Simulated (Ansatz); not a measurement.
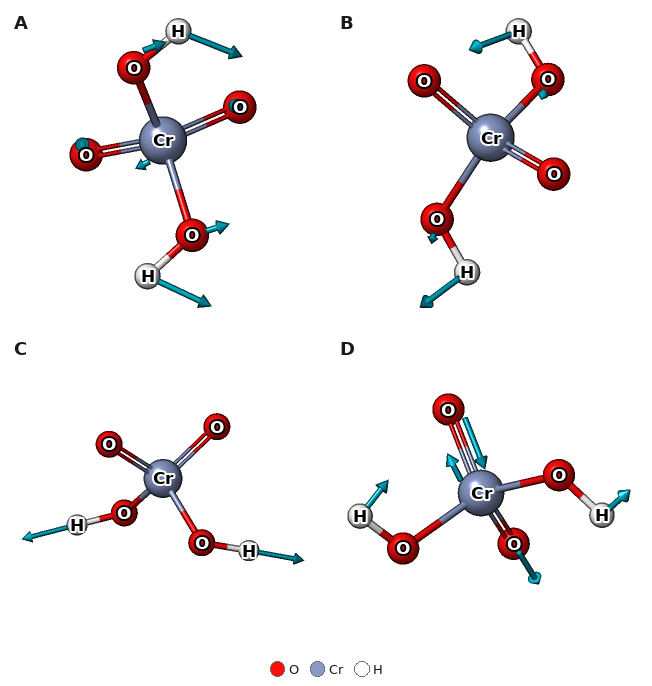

4 normal modes of one molecule or complex, as arrows. Charge 0, singlet. Harmonic vibrations computed with RKS PBE0-D4/def2-TZVP (Ansatz 0.2.0) at a stationary point of the same level.

**Match the panels to the wavenumbers 304 cm⁻¹, 809 cm⁻¹, 1146 cm⁻¹, 3848 cm⁻¹.**

A: 304 cm⁻¹, O–Cr–O bending
B: 809 cm⁻¹
C: 3848 cm⁻¹, in-phase stretching of 2 O–H bonds
D: 1146 cm⁻¹, out-of-phase stretching of 2 Cr–O bonds
